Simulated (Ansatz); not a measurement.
# Response to strain in MoSe2

Base system: MoSe$_{2}$ in the 2H-MoS2 type structure (space group P6_3/mmc, No. 194; a = 3.277 Å, c = 12.731 Å; layered, stacked along the Cartesian z axis). Axes: x lies along a and z along c of the hexagonal cell.

Strains are applied to the cell and any free atomic positions relax; under biaxial strain the out-of-plane vector relaxes too.

Level of theory: PBE-D3(BJ) (Ansatz, a first-principles code), spin-orbit coupling left out, earlier PAW set.

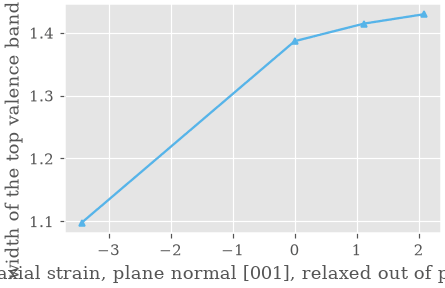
Fig. 1. Width of the top valence band against biaxial strain, plane normal [001], relaxed out of plane

From the plot, what is the width of the top valence band for biaxial strain +1.12 %, plane normal [001], relaxed out of plane?

About 1.41 eV.

Is the trend monotonic over the range shown?

Yes, it rises throughout, spanning 1.10 eV to 1.43 eV.

The levels and masses belong to the bands next to the band gap. Whether these cells are dynamically stable was not tested.
